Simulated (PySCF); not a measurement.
**BBrF2 (SMILES FB(F)Br): PBE/aug-cc-pVDZ**

What is the vertical singlet–triplet gap of BBrF2 at PBE/aug-cc-pVDZ? 

The calculation is run with PySCF 2.14.0.

2 further runs of the same task are left out: 2 set aside as unsound or not needed.

### Step 1. Starting point

The species is BBrF2 (4 atoms), meant as a singlet with charge 0. As SMILES, `FB(F)Br`. The coordinates come from a PBE0-D4/def2-TZVP relaxation.

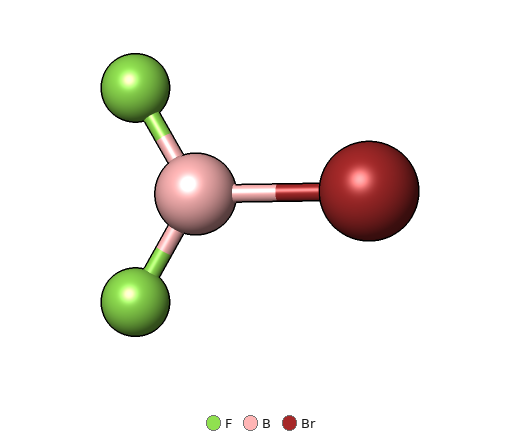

Viewed from a chosen angle; fluorine green, boron pink, bromine red.

### Step 2. A single-point energy at PBE/aug-cc-pVDZ

File input.py:

```python
from pyscf import gto, dft

system = gto.M(
    atom='F -0.215650 -1.366490 -0.109870; B -0.127940 -0.063330 -0.022770; F -1.212420 0.659630 -0.144250; Br 1.556010 0.770190 0.276890',
    basis='aug-cc-pvdz',
    verbose=4,
    charge=0,
    max_memory=1860,
)

mf = dft.RKS(system, xc='pbe')
mf.grids.level = 5
mf.conv_tol = 1e-10
mf.kernel()
if not mf.converged:
    mf = mf.newton().run(mf.mo_coeff, mf.mo_occ)

e_final = mf.e_tot
print(f'total energy: {e_final:.8f} hartree')
```

Run with:

```sh
$ OMP_NUM_THREADS=1 python input.py
```

What it wrote:

```text
PySCF version 2.14.0

[INPUT] num. atoms = 4
[INPUT] num. electrons = 58
[INPUT] charge = 0
[INPUT] spin (= nelec alpha-beta = 2S) = 0
[INPUT] symmetry False subgroup None
[INPUT] Mole.unit = angstrom
[INPUT] Symbol           X                Y                Z      unit          X                Y                Z       unit  Magmom
[INPUT]  1 F     -0.215650000000  -1.366490000000  -0.109870000000 AA   -0.407519438762  -2.582291851957  -0.207624209306 Bohr   0.0
[INPUT]  2 B     -0.127940000000  -0.063330000000  -0.022770000000 AA   -0.241771560377  -0.119676355469  -0.043029063856 Bohr   0.0
[INPUT]  3 F     -1.212420000000   0.659630000000  -0.144250000000 AA   -2.291141747945   1.246520043547  -0.272592993469 Bohr   0.0
[INPUT]  4 Br     1.556010000000   0.770190000000   0.276890000000 AA    2.940432747084   1.455448163879   0.523246266631 Bohr   0.0

nuclear repulsion = 222.994940159013
number of shells = 33
number of NR pGTOs = 191
number of NR cGTOs = 105
basis = aug-cc-pvdz
ecp = {}

******** <class 'pyscf.dft.rks.RKS'> ********
method = RKS
initial guess = minao
damping factor = 0
level_shift factor = 0
DIIS = <class 'pyscf.scf.diis.CDIIS'>
diis_start_cycle = 1
diis_space = 8
diis_damp = 0
SCF conv_tol = 1e-10
SCF conv_tol_grad = None
SCF max_cycles = 50
direct_scf = True
direct_scf_tol = 1e-13
XC library pyscf.dft.libxc version 7.0.0
    S. Lehtola, C. Steigemann, M. J.T. Oliveira, and M. A.L. Marques.,  SoftwareX 7, 1–5 (2018)
XC functionals = pbe
    J. P. Perdew, K. Burke, and M. Ernzerhof.,  Phys. Rev. Lett. 77, 3865 (1996)
    J. P. Perdew, K. Burke, and M. Ernzerhof.,  Phys. Rev. Lett. 78, 1396 (1997)
    J. P. Perdew, K. Burke, and M. Ernzerhof.,  Phys. Rev. Lett. 77, 3865 (1996)
    J. P. Perdew, K. Burke, and M. Ernzerhof.,  Phys. Rev. Lett. 78, 1396 (1997)
radial grids:
    Treutler-Ahlrichs [JCP 102, 346 (1995); DOI:10.1063/1.469408] (M4) radial grids

becke partition: Becke, JCP 88, 2547 (1988); DOI:10.1063/1.454033
pruning grids: <function nwchem_prune>
grids dens level: 5
symmetrized grids: False
atomic radii adjust function: <function treutler_atomic_radii_adjust>
small_rho_cutoff = 0
Set gradient conv threshold to 1e-05
Initial guess from minao.
tot grids = 175656
init E= -2797.62200689267
  HOMO = -0.30847485275365  LUMO = -0.0627625531252942  gap/eV = 6.68617
cycle= 1 E= -2798.17638784927  delta_E= -0.554  |g|= 0.558  |ddm|= 2.32
  HOMO = -0.267609670503437  LUMO = -0.0527419745932454  gap/eV = 5.84685
cycle= 2 E= -2798.00918601588  delta_E= 0.167  |g|= 1.16  |ddm|= 1.12
  HOMO = -0.274804497911348  LUMO = -0.0559632955742666  gap/eV = 5.95497
cycle= 3 E= -2798.22800258474  delta_E= -0.219  |g|= 0.0393  |ddm|= 0.739
  HOMO = -0.287582224331581  LUMO = -0.0562695208786215  gap/eV = 6.29434
cycle= 4 E= -2798.22830498671  delta_E= -0.000302  |g|= 0.0295  |ddm|= 0.0847
  HOMO = -0.2846020094119  LUMO = -0.0580213852356257  gap/eV = 6.16557
cycle= 5 E= -2798.2285382818  delta_E= -0.000233  |g|= 0.00612  |ddm|= 0.0323
  HOMO = -0.284071846866735  LUMO = -0.0571846957480631  gap/eV = 6.17391
cycle= 6 E= -2798.22854876312  delta_E= -1.05e-05  |g|= 0.00175  |ddm|= 0.00678
  HOMO = -0.284021179268341  LUMO = -0.057341135062944  gap/eV = 6.16828
cycle= 7 E= -2798.2285495863  delta_E= -8.23e-07  |g|= 0.00016  |ddm|= 0.00174
  HOMO = -0.284014566996214  LUMO = -0.0573358506336881  gap/eV = 6.16824
cycle= 8 E= -2798.22854959078  delta_E= -4.48e-09  |g|= 2.4e-05  |ddm|= 0.000141
  HOMO = -0.284018640482235  LUMO = -0.0573387671280141  gap/eV = 6.16827
cycle= 9 E= -2798.2285495909  delta_E= -1.19e-10  |g|= 3.09e-06  |ddm|= 2.55e-05
  HOMO = -0.28401852349476  LUMO = -0.0573387018111955  gap/eV = 6.16827
cycle= 10 E= -2798.2285495909  delta_E= -7.28e-12  |g|= 3.12e-06  |ddm|= 4.05e-06
  HOMO = -0.28401852949967  LUMO = -0.0573386182553213  gap/eV = 6.16827
Extra cycle  E= -2798.22854959089  delta_E= 1e-11  |g|= 6.78e-06  |ddm|= 6.23e-06
converged SCF energy = -2798.22854959089
total energy: -2798.22854959 hartree
```

It took 18 s on 1 thread of Arm Neoverse V1, shared host; peak memory 0.55 GiB.

### Step 3. The triplet

File start.xyz:

```xyz
4
BBrF2
F     -0.215650    -1.366490    -0.109870
B     -0.127940    -0.063330    -0.022770
F     -1.212420     0.659630    -0.144250
Br     1.556010     0.770190     0.276890
```

File run.py:

```python
from pyscf import gto, dft

mol = gto.M(
    atom='start.xyz',
    basis='aug-cc-pvdz',
    max_memory=1860,
    verbose=3,
    spin=2,
)

mf = dft.UKS(mol, xc='pbe')
mf.conv_tol = 1e-10
mf.grids.level = 5
mf.kernel()
if not mf.converged:
    mf = mf.newton().run(mf.mo_coeff, mf.mo_occ)

etot = mf.e_tot
print(f'total energy: {etot:.8f} hartree')
```

Run with:

```sh
$ OMP_NUM_THREADS=1 python run.py
```

What it wrote:

```text
WARN: HOMO -0.0627625531252907 >= LUMO -0.308474852753649

WARN: HOMO -0.0568987675238537 >= LUMO -0.169209411110738

WARN: HOMO -0.0663028765918767 >= LUMO -0.33568277332767

WARN: HOMO -0.0415747279496297 >= LUMO -0.31937059372133

WARN: HOMO -0.0590337914523769 >= LUMO -0.328278806509528

WARN: HOMO -0.0538097606110473 >= LUMO -0.324403977420387

WARN: HOMO -0.0522393161910655 >= LUMO -0.322316228562376

WARN: HOMO -0.0520397421286409 >= LUMO -0.322045494587884

WARN: HOMO -0.0519937192593884 >= LUMO -0.322106982364289

WARN: HOMO -0.0519224775144194 >= LUMO -0.322004199249807

WARN: HOMO -0.0519080467284994 >= LUMO -0.321993846255073

WARN: HOMO -0.0519075516840939 >= LUMO -0.322001878022848

WARN: HOMO -0.0519067610791639 >= LUMO -0.321998629024329

WARN: HOMO -0.0519067483641162 >= LUMO -0.321998464540727

WARN: HOMO -0.0519066729826339 >= LUMO -0.321998547928785

WARN: HOMO -0.0519064812442958 >= LUMO -0.321998341761702

converged SCF energy = -2797.97772663861  <S^2> = 2.0030286  2S+1 = 3.0020184
total energy: -2797.97772664 hartree
```

It took 42 s on 1 thread of Arm Neoverse V1, shared host; peak memory 0.56 GiB.

### Step 4. Results

Level: PBE/aug-cc-pVDZ.

```
                                        quantity           value
                           singlet: total energy  -2798.22855 Eh
                          singlet: dipole moment          0.21 D
                            singlet: HOMO energy        -7.73 eV
                            singlet: LUMO energy        -1.56 eV
                          singlet: HOMO–LUMO gap         6.17 eV
                           triplet: total energy  -2797.97773 Eh
                          triplet: dipole moment          3.02 D
     triplet: HOMO energy (highest over α and β)        -1.41 eV
                                   triplet: ⟨S²⟩           2.003
vertical energy of the triplet above the singlet        6.825 eV
```

What this shows: At this shape the triplet lies 6.83 eV (157 kcal/mol) above the singlet. Mulliken charges (singlet) run from -0.25 on F1 to +0.62 on B2; in a basis this large or diffuse they mean little. Mulliken charges (triplet) run from -0.22 on F3 to +0.23 on B2; in a basis this large or diffuse they mean little.
